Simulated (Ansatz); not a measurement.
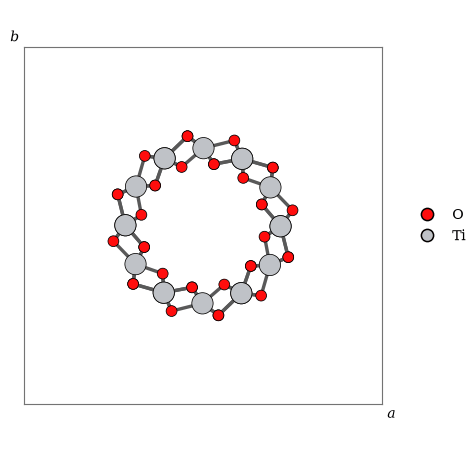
Figure: 1 relaxed period of a body that repeats along c, seen along c; the cell edge a is 23.5 Å long

The numbers are results of PBE (plane waves to 420 eV, PAW; Ansatz, an electronic-structure program), not measurements. Mesh 1×1×12. No spin polarisation, so a magnetic state wasn't tested. It repeats along c; a and b span vacuum. A model structure. Symmetry and one short period hold its shape; lower forms weren't sought.

Question: What is drawn, and how wide is it?

Answer: One answer among several that fit: (6,6) TiO2 nanotube. A hypothetical model, rolled from the flat sheet.
It measures about 12 Å across, from nucleus to nucleus.
